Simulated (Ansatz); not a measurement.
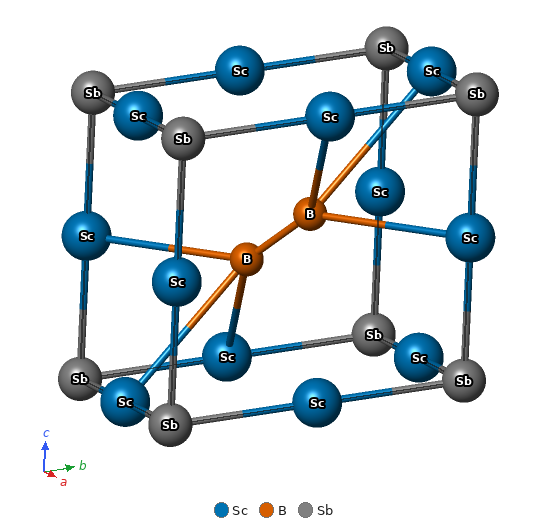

The crystal in a ball-and-stick representation, seen slightly off an axis. The parallelepiped is the simulation cell.

Input deck:
```yaml
crystal:
  lattice:
    - [3.400582162, 1.9633270266, 3.400167745]
    - [-3.400582162, 1.9633270266, 3.400167745]
    - [0.0, -3.9266540532, 3.400167745]
  atoms:
    - { symbol: Sc, position: [0.5, 0.0, 0.0] }
    - { symbol: Sc, position: [0.0, 0.5, 0.0] }
    - { symbol: Sc, position: [0.0, 0.0, 0.5] }
    - { symbol: B, position: [0.4200474048, 0.4200474048, 0.4200474048] }
    - { symbol: B, position: [0.5799525952, 0.5799525952, 0.5799525952] }
    - { symbol: Sb, position: [0.0, 0.0, 0.0] }
basis:
  ecutwfc: 420
kpoints:
  mp_grid: { grid: [6, 6, 6] }
  band_path:
    path:
      - [[0.0, 0.0, 0.0], [0.5, 0.5, 0.5], [0.61105694, 0.38894306, 0.5]]
      - [[0.5, -0.38894306, 0.38894306], [0.5, 0.0, 0.0], [0.0, 0.0, 0.0], [0.44447153, -0.44447153, 0.0]]
      - [[0.55552847, 0.0, 0.44447153], [0.5, 0.0, 0.5], [0.0, 0.0, 0.0]]
    npoints: 14
hamiltonian:
  xc: pbe
scf:
  occupations: { method: gaussian, width: 0.1 }
  n_extra_bands: 15
output:
  forces: true
  stress: true
  eigenvalues: true
  populations: true
  dos: { projected: true, de: 0.02, nscf_kmesh: { grid: [8, 8, 8] } }
  bader: true
  write_density: true
  write_potential: true
  elf: true
  volumetric_format: npy
```
Run as:
```sh
ansatz run input.yaml --threads 1 --pin off --max-ram 2560MiB --backend cpu --events-out ev --progress --plain --runs-dir out
```

The numbers come from Ansatz 0.2.0, DFT PBE, scalar-relativistic, plane waves, PAW, using plane waves to 420 eV, a 6×6×6 k-point grid, Gaussian smearing of 0.1 eV, no spin polarisation.

Question: How are the electrons shared out in a Bader analysis?

Answer: Sc +1.36 e; B -1.00 e; Sb -2.07 e.

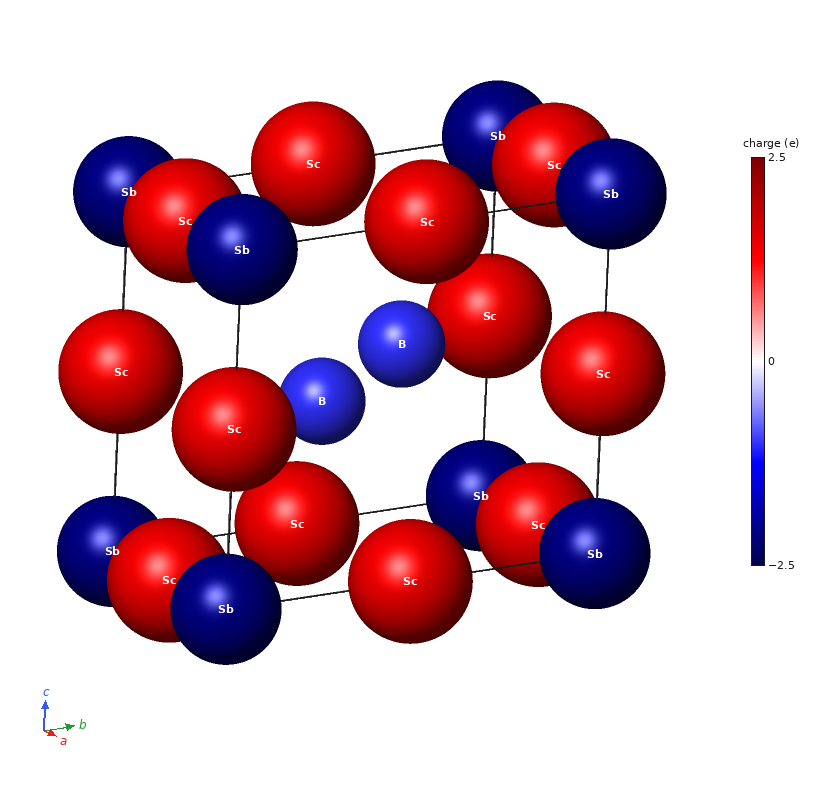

The atoms coloured by those charges.

The structure was taken from a structure type filled with these elements by a generator (whether the compound takes this form wasn't checked). Earlier steps of the study, as a rule a relaxation of our own, may have changed the cell and positions, so they can lie some per cent off the listed ones. Ansatz was used for an electronic-structure calculation on it.
